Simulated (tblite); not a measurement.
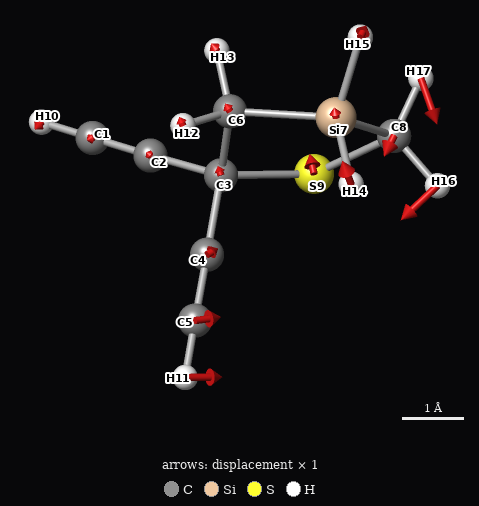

A relaxation of C7H8SSi. The starting structure is drawn; red arrows show the displacements, at their true length. The two geometries are superimposed by the best rigid fit.

The picture is a ball-and-stick view, seen at a tilt.

Level of theory: GFN2-xTB geometry optimisation, gas phase in tblite. 

> Which element moves most?

Hydrogen: up to 0.85 Å, against 0.51 Å for carbon.

> What did the optimiser do to the structure, and how much energy did it gain?

Over 119 geometry steps the energy falls by 10.9 kcal/mol. The atom that moves furthest after the best rigid fit is H16 (0.85 Å). Largest moves by element: H 0.85 Å, C 0.51 Å, S 0.36 Å, Si 0.18 Å. Among the contacts that change: C3–S9 1.809 → 1.875 Å, C6–Si7 1.849 → 1.906 Å, Si7–C8 1.865 → 1.912 Å, C2–C3 1.485 → 1.447 Å. Among the angles between lasting bonds that change: C3–S9–C8 107.1° → 95.8°, S9–C8–H17 112.8° → 106.0°, H16–C8–H17 114.7° → 108.3°. Groups turn about C8–S9 by about 30°, Si7–C8 by about 25°, C3–S9 by about 25°.
